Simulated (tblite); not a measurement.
## C6H12F2OSi: geometry relaxation

- system: C6H12F2OSi
- method: GFN2-xTB geometry optimisation, gas phase (tblite 0.8.0)

It belongs to a series of runs on one base structure; here: H on Si replaced by OiPr.

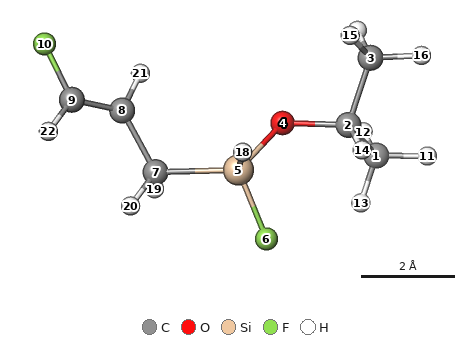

**Figure 1.** The input geometry (ball-and-stick view, seen at a tilt; atoms are numbered from 1 in the order of the input).

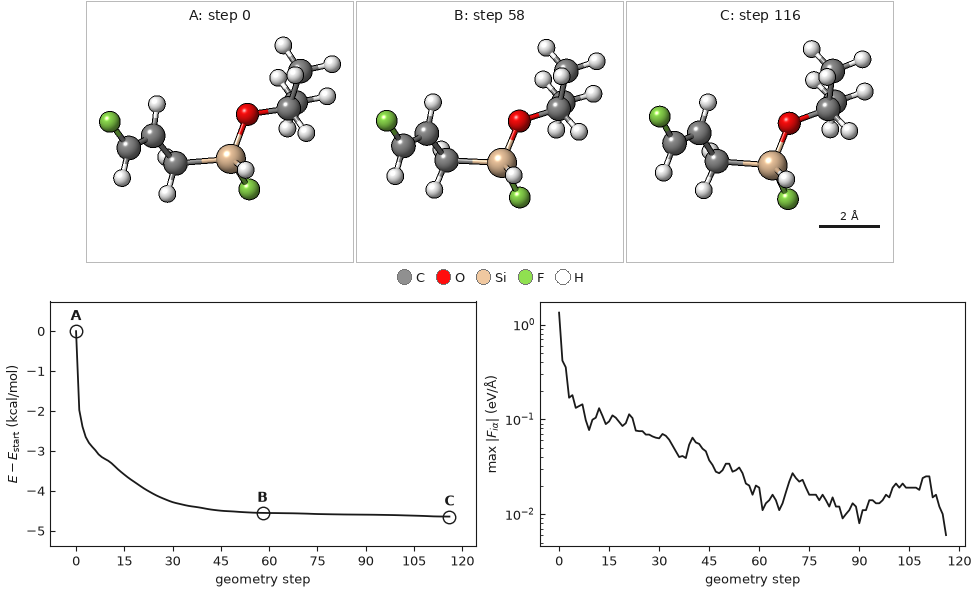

**Figure 2.** Frames of the relaxation (ball-and-stick view, seen at a tilt) above the curves, on which the letters mark them (steps are counted from 0).

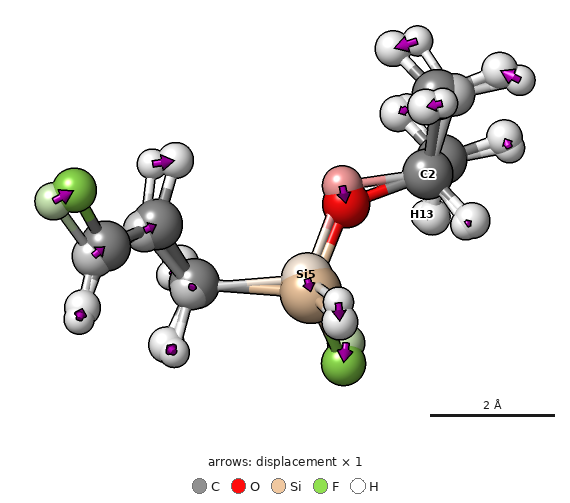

**Figure 3.** Start (faint) and end (solid) with the displacements as pink arrows, at true length (ball-and-stick view, seen at a tilt). The two geometries are laid on each other by the best rigid fit. The largest move after the best rigid fit is that of H17, 0.41 Å. By element the largest moves are H 0.41 Å, F 0.38 Å, O 0.31 Å, C 0.26 Å, Si 0.23 Å. Distances before and after: O4–Si5 1.651 → 1.600 Å, C7–C8 1.515 → 1.485 Å, Si5–H18 1.480 → 1.454 Å, C1–H11 1.106 → 1.086 Å. Among the angles that change: C2–O4–Si5 119.9° → 132.4°, O4–Si5–C7 113.9° → 104.8°, O4–Si5–H18 108.8° → 115.4°. Over 116 geometry steps the energy falls by 4.64 kcal/mol. The largest force component goes from 1.3 to 0.006 eV/Å. (Atoms are counted from 1 in the order of the input.)

The input that produced these results follows, with the program's output.

## Input
```
{"job": {"kind": "relax", "xc": "GFN2-xTB", "basis": "xTB"}, "charge": 0, "multiplicity": 1}
C     -2.639900    -1.420000     0.059300
C     -1.978200    -0.062400     0.276500
C     -2.310300     0.472500     1.673200
O     -0.557900    -0.234300     0.224400
Si     0.288400     0.299500    -1.089000
F     -0.461000    -0.254400    -2.407400
C      2.068500    -0.297800    -1.142700
C      2.917900     0.100800     0.046900
C      4.021000     0.835900    -0.044300
F      4.728100     1.151500     1.053300
H     -3.739800    -1.336200     0.137400
H     -2.302200    -2.161300     0.789200
H     -2.408200    -1.808700    -0.922100
H     -2.328200     0.649500    -0.467300
H     -1.827100     1.447400     1.838300
H     -3.401400     0.617600     1.795800
H     -1.966500    -0.196100     2.460800
H      0.232700     1.778400    -1.123700
H      2.058800    -1.392600    -1.190100
H      2.531800     0.055800    -2.063400
H      2.606300    -0.256000     1.029800
H      4.456700     1.263300    -0.935700
```

The first line tells a small driver script what to run in tblite; the rest is the geometry in Å.

Launch command:
```bash
OMP_NUM_THREADS=1 python <driver script> task.json out
```

## What the program printed
```
step      E/eV     max force
  0    -933.71531    1.456
  1    -933.80097    0.502
  2    -933.81902    0.403
  3    -933.83025    0.240
  4    -933.83659    0.238
  5    -933.84082    0.172
  6    -933.84464    0.172
  7    -933.84912    0.161
  8    -933.85205    0.111
  9    -933.85414    0.088
 10    -933.85608    0.132
 11    -933.85869    0.154
 12    -933.86192    0.147
 13    -933.86526    0.123
 14    -933.86826    0.116
 15    -933.87110    0.114
 16    -933.87386    0.115
 17    -933.87640    0.116
 18    -933.87877    0.100
 19    -933.88116    0.086
 20    -933.88358    0.101
 21    -933.88592    0.133
 22    -933.88805    0.118
 23    -933.89004    0.104
 24    -933.89199    0.103
 25    -933.89381    0.092
 26    -933.89544    0.078
 27    -933.89694    0.071
 28    -933.89837    0.082
 29    -933.89977    0.091
 30    -933.90101    0.076
 31    -933.90197    0.077
 32    -933.90278    0.071
 33    -933.90359    0.063
 34    -933.90440    0.058
 35    -933.90510    0.055
 36    -933.90565    0.051
 37    -933.90612    0.048
 38    -933.90664    0.046
 39    -933.90723    0.060
 40    -933.90789    0.066
 41    -933.90854    0.060
 42    -933.90908    0.057
 43    -933.90953    0.058
 44    -933.90994    0.055
 45    -933.91031    0.041
 46    -933.91059    0.041
 47    -933.91079    0.029
 48    -933.91097    0.028
 49    -933.91117    0.034
 50    -933.91143    0.048
 51    -933.91168    0.046
 52    -933.91189    0.034
 53    -933.91208    0.030
 54    -933.91226    0.032
 55    -933.91244    0.036
 56    -933.91256    0.025
 57    -933.91263    0.022
 58    -933.91269    0.016
 59    -933.91275    0.022
 60    -933.91280    0.021
 61    -933.91284    0.012
 62    -933.91287    0.016
 63    -933.91292    0.018
 64    -933.91298    0.017
 65    -933.91303    0.014
 66    -933.91307    0.012
 67    -933.91311    0.015
 68    -933.91318    0.021
 69    -933.91326    0.022
 70    -933.91336    0.028
 71    -933.91345    0.027
 72    -933.91355    0.024
 73    -933.91368    0.029
 74    -933.91381    0.026
 75    -933.91392    0.018
 76    -933.91399    0.017
 77    -933.91405    0.018
 78    -933.91412    0.017
 79    -933.91418    0.017
 80    -933.91424    0.015
 81    -933.91429    0.014
 82    -933.91434    0.017
 83    -933.91440    0.015
 84    -933.91444    0.016
 85    -933.91447    0.014
 86    -933.91450    0.012
 87    -933.91453    0.012
 88    -933.91456    0.013
 89    -933.91459    0.012
 90    -933.91462    0.012
 91    -933.91465    0.013
 92    -933.91469    0.014
 93    -933.91473    0.019
 94    -933.91479    0.019
 95    -933.91484    0.015
 96    -933.91490    0.016
 97    -933.91496    0.016
 98    -933.91502    0.020
 99    -933.91509    0.020
100    -933.91518    0.023
101    -933.91528    0.025
102    -933.91539    0.027
103    -933.91548    0.026
104    -933.91558    0.022
105    -933.91568    0.021
106    -933.91578    0.024
107    -933.91589    0.024
108    -933.91601    0.023
109    -933.91615    0.029
110    -933.91631    0.031
111    -933.91646    0.026
112    -933.91654    0.016
113    -933.91660    0.016
114    -933.91663    0.014
115    -933.91666    0.014
116    -933.91667    0.008
```

## Trajectory as extended XYZ (Å, eV, eV/Å), 5 of the 117 frames kept, from step=0 to step=116
```
22
Properties=species:S:1:pos:R:3:forces:R:3 step=0 energy=-933.71531
C    -2.6399   -1.4200    0.0593   -0.6250  -0.1750   0.0840
C    -1.9782   -0.0624    0.2765    0.0340  -0.5840   1.1200
C    -2.3103    0.4725    1.6732   -0.4230   0.6080   0.2190
O    -0.5579   -0.2343    0.2244    0.3150   0.4850  -1.3360
Si    0.2884    0.2995   -1.0890   -0.5890   0.4750   1.1340
F    -0.4610   -0.2544   -2.4074    0.0120   0.0520  -0.0590
C     2.0685   -0.2978   -1.1427    0.6600  -0.2870   0.6960
C     2.9179    0.1008    0.0469   -0.0500   0.0410  -0.4440
C     4.0210    0.8359   -0.0443   -0.6750  -0.3520  -0.0460
F     4.7281    1.1515    1.0533    0.1400   0.0630   0.1550
H    -3.7398   -1.3362    0.1374    0.5600   0.0520   0.0000
H    -2.3022   -2.1613    0.7892    0.0210   0.3130  -0.0250
H    -2.4082   -1.8087   -0.9221    0.1030   0.0300  -0.2490
H    -2.3282    0.6495   -0.4673    0.0910   0.0610  -0.2030
H    -1.8271    1.4474    1.8383   -0.1260  -0.3390  -0.1490
H    -3.4014    0.6176    1.7958    0.5860  -0.1340  -0.1760
H    -1.9665   -0.1961    2.4608    0.0200  -0.0800  -0.2200
H     0.2327    1.7784   -1.1237   -0.0760  -0.4000  -0.1770
H     2.0588   -1.3926   -1.1901    0.0600   0.0740   0.0110
H     2.5318    0.0558   -2.0634   -0.0160   0.0380   0.0800
H     2.6063   -0.2560    1.0298    0.0410   0.1140  -0.3980
H     4.4567    1.2633   -0.9357   -0.0620  -0.0540  -0.0200
22
Properties=species:S:1:pos:R:3:forces:R:3 step=29 energy=-933.89977
C    -2.5895   -1.4439    0.0691    0.0110   0.0080  -0.0090
C    -1.9892   -0.0593    0.2778    0.0570  -0.0270  -0.0450
C    -2.2250    0.4553    1.6897   -0.0080  -0.0100  -0.0180
O    -0.5882   -0.1371    0.0506    0.0250   0.0180  -0.0310
Si    0.2919    0.4475   -1.1552    0.0460  -0.0390  -0.0180
F    -0.3498   -0.0477   -2.5614    0.0000   0.0450   0.0310
C     2.0120   -0.3558   -1.0599   -0.0630  -0.0150  -0.0210
C     2.8284    0.0684    0.1054   -0.0080  -0.0410  -0.0410
C     3.9072    0.8162   -0.0180   -0.0160   0.0190   0.0040
F     4.6478    1.1938    1.0450   -0.0220   0.0210   0.0000
H    -3.6716   -1.4007    0.1580    0.0130  -0.0050   0.0000
H    -2.1961   -2.1316    0.8139    0.0010  -0.0080  -0.0250
H    -2.3250   -1.8079   -0.9204   -0.0270  -0.0040   0.0050
H    -2.4282    0.6402   -0.4457    0.0220  -0.0270   0.0210
H    -1.7147    1.4031    1.8311   -0.0180   0.0450   0.0020
H    -3.2897    0.5878    1.8482   -0.0460   0.0460   0.0640
H    -1.8428   -0.2552    2.4162    0.0320  -0.0280   0.0170
H     0.2716    1.8977   -1.2695    0.0110  -0.0210  -0.0100
H     1.8824   -1.4398   -1.0302    0.0140   0.0070   0.0220
H     2.5460   -0.1171   -1.9811   -0.0560  -0.0030   0.0350
H     2.5136   -0.2668    1.0826   -0.0120   0.0210  -0.0170
H     4.2987    1.2054   -0.9469    0.0450  -0.0020   0.0350
22
Properties=species:S:1:pos:R:3:forces:R:3 step=58 energy=-933.91269
C    -2.5646   -1.4455    0.0633   -0.0020  -0.0020   0.0020
C    -1.9694   -0.0581    0.2694   -0.0040   0.0050   0.0020
C    -2.1766    0.4503    1.6907    0.0050   0.0010   0.0020
O    -0.5760   -0.1255    0.0109    0.0070  -0.0090   0.0050
Si    0.3056    0.4634   -1.1890   -0.0080   0.0050  -0.0040
F    -0.3695    0.0540   -2.6040   -0.0030  -0.0080  -0.0100
C     1.9872   -0.4068   -1.0681    0.0030   0.0030   0.0130
C     2.7712    0.0678    0.0997   -0.0010   0.0050   0.0020
C     3.8495    0.8198   -0.0009   -0.0010  -0.0080   0.0030
F     4.5156    1.2591    1.0887   -0.0020   0.0020  -0.0050
H    -3.6389   -1.4182    0.2201   -0.0030  -0.0070   0.0030
H    -2.1175   -2.1474    0.7624    0.0010   0.0000   0.0060
H    -2.3604   -1.7844   -0.9490   -0.0080   0.0080  -0.0050
H    -2.4282    0.6408   -0.4401   -0.0080   0.0080  -0.0040
H    -1.7063    1.4230    1.8105   -0.0030  -0.0010  -0.0050
H    -3.2385    0.5413    1.9023    0.0110  -0.0030  -0.0010
H    -1.7296   -0.2405    2.4009    0.0040  -0.0030  -0.0070
H     0.3535    1.9147   -1.2626    0.0020  -0.0010  -0.0050
H     1.8295   -1.4826   -0.9782    0.0000  -0.0040  -0.0070
H     2.5434   -0.2273   -1.9869   -0.0050   0.0070   0.0030
H     2.4013   -0.2054    1.0770    0.0150   0.0050  -0.0040
H     4.3084    1.1598   -0.9178    0.0020  -0.0030   0.0160
22
Properties=species:S:1:pos:R:3:forces:R:3 step=87 energy=-933.91453
C    -2.5867   -1.4398    0.0654   -0.0020  -0.0020   0.0000
C    -1.9754   -0.0575    0.2623    0.0010  -0.0070  -0.0050
C    -2.1408    0.4458    1.6908    0.0030  -0.0030  -0.0020
O    -0.5892   -0.1373   -0.0272    0.0020   0.0000   0.0040
Si    0.2976    0.4537   -1.2211   -0.0080   0.0010   0.0000
F    -0.3460    0.0158   -2.6424   -0.0040  -0.0010  -0.0010
C     1.9879   -0.3943   -1.0650    0.0030   0.0070   0.0080
C     2.7545    0.0820    0.1138    0.0060   0.0000   0.0040
C     3.8454    0.8175    0.0275    0.0010   0.0040   0.0000
F     4.5007    1.2520    1.1257   -0.0110   0.0020  -0.0020
H    -3.6508   -1.4140    0.2829    0.0040   0.0010  -0.0090
H    -2.1042   -2.1549    0.7271    0.0000   0.0100   0.0010
H    -2.4400   -1.7613   -0.9627   -0.0040   0.0010   0.0110
H    -2.4465    0.6483   -0.4329    0.0050   0.0020   0.0010
H    -1.6930    1.4309    1.7934    0.0040  -0.0020   0.0000
H    -3.1951    0.5073    1.9451    0.0020   0.0030   0.0010
H    -1.6465   -0.2340    2.3797    0.0000  -0.0040   0.0020
H     0.3292    1.9041   -1.3129   -0.0040   0.0010  -0.0030
H     1.8387   -1.4720   -0.9809    0.0030  -0.0010  -0.0030
H     2.5565   -0.2073   -1.9746    0.0010  -0.0030  -0.0050
H     2.3694   -0.1816    1.0876   -0.0040  -0.0030  -0.0070
H     4.3238    1.1489   -0.8824    0.0010  -0.0060   0.0060
22
Properties=species:S:1:pos:R:3:forces:R:3 step=116 energy=-933.91667
C    -2.6126   -1.4210    0.0739   -0.0010   0.0010   0.0020
C    -1.9551   -0.0593    0.2634   -0.0020   0.0000   0.0010
C    -2.0526    0.4294    1.7034   -0.0030  -0.0020  -0.0020
O    -0.5830   -0.1686   -0.0763   -0.0010   0.0000   0.0040
Si    0.2777    0.4178   -1.2911    0.0050  -0.0060  -0.0010
F    -0.3482   -0.0889   -2.6970    0.0000   0.0000  -0.0020
C     1.9932   -0.3678   -1.0941    0.0030  -0.0040  -0.0060
C     2.6988    0.1110    0.1212   -0.0030  -0.0020  -0.0020
C     3.8075    0.8237    0.0924   -0.0020   0.0000   0.0010
F     4.4018    1.2606    1.2238   -0.0020   0.0020  -0.0010
H    -3.6723   -1.3600    0.3053    0.0010   0.0000  -0.0010
H    -2.1455   -2.1512    0.7299    0.0050   0.0010  -0.0050
H    -2.4915   -1.7476   -0.9557    0.0020   0.0060   0.0050
H    -2.4313    0.6684   -0.4054    0.0000   0.0020   0.0050
H    -1.5536    1.3898    1.8041   -0.0020   0.0010   0.0020
H    -3.0940    0.5379    1.9922    0.0000   0.0020   0.0000
H    -1.5708   -0.2835    2.3677    0.0000   0.0000  -0.0030
H     0.2572    1.8648   -1.4289   -0.0030   0.0020  -0.0030
H     1.8767   -1.4515   -1.0330    0.0020  -0.0010   0.0010
H     2.5888   -0.1497   -1.9793    0.0010  -0.0010   0.0010
H     2.2493   -0.1329    1.0723    0.0050  -0.0050  -0.0010
H     4.3494    1.1310   -0.7899   -0.0040   0.0030   0.0040
```

## Key numbers

| quantity | value |
| --- | --- |
| outcome | converged |
| total energy | −933.9167 eV |
| hardware | 1 CPU thread, shared host |
| wall time | 0.89 s |
| peak memory | 0.18 GiB |
